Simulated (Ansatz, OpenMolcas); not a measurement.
## Li2 (lithium dimer): the energy, rung by rung

Li2 has 2 atoms, charge 0, and is taken as a singlet. As SMILES, `[Li][Li]`. Geometry: the measured bond length.

```xyz
2

Li    0.0000    0.0000    0.0000
Li    0.0000    0.0000    2.6729
```

Quantity: the energy change with the Li1–Li2 bond stretched from 2.673 to 6.682 Å, in eV. The values are calculated.

```json
{"level": "PBE0/3-21G (restricted)", "kind": "global hybrid", "program": "Ansatz", "value (eV)": "1.49", "less FCI/3-21G": "+0.61", "CPU time (all runs)": "2 s"}
{"level": "r2SCAN0/3-21G (restricted)", "kind": "hybrid meta-GGA", "program": "Ansatz", "value (eV)": "1.50", "less FCI/3-21G": "+0.62", "CPU time (all runs)": "5.7 s"}
{"level": "HSE06/3-21G (restricted)", "kind": "range-separated hybrid", "program": "Ansatz", "value (eV)": "1.41", "less FCI/3-21G": "+0.53", "CPU time (all runs)": "2.8 s"}
{"level": "wB97M-V/3-21G (restricted)", "kind": "range-separated hybrid", "program": "Ansatz", "value (eV)": "1.78", "less FCI/3-21G": "+0.90", "CPU time (all runs)": "20 s"}
{"level": "B2PLYP/3-21G (restricted)", "kind": "double hybrid", "program": "Ansatz", "value (eV)": "1.29", "less FCI/3-21G": "+0.41", "CPU time (all runs)": "1.9 s"}
{"level": "RPA@PBE/3-21G (restricted)", "kind": "RPA", "program": "Ansatz", "value (eV)": "0.85", "less FCI/3-21G": "-0.03", "CPU time (all runs)": "3.2 s"}
{"level": "SC-NEVPT2(2,2)/3-21G", "kind": "multireference", "program": "OpenMolcas", "value (eV)": "0.56", "less FCI/3-21G": "-0.32", "CPU time (all runs)": "3.2 s"}
{"level": "CCSD(T)/3-21G (restricted)", "kind": "coupled cluster or CI", "program": "Ansatz", "value (eV)": "0.87", "less FCI/3-21G": "-0.01", "CPU time (all runs)": "0.31 s"}
{"level": "FCI/3-21G", "kind": "exact in the basis", "program": "Ansatz", "value (eV)": "0.88", "less FCI/3-21G": "0.00", "CPU time (all runs)": "2.6 s"}
```

FCI/3-21G is exact within its basis and frozen core, so for wave-function methods in that basis the difference is their error; functionals converge differently with the basis, so for them it is only a difference. The first shape isn't each level's own minimum. The values span 0.56 to 1.78 eV. All rows use very small basis sets, so none should be taken for the real molecule's value. CPU times are rough (shared hosts, several kinds of processor): they show what a rung costs within a factor of a few.

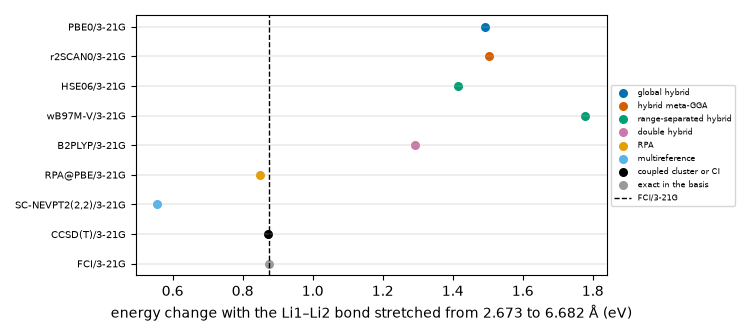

The values of the table, level by level.
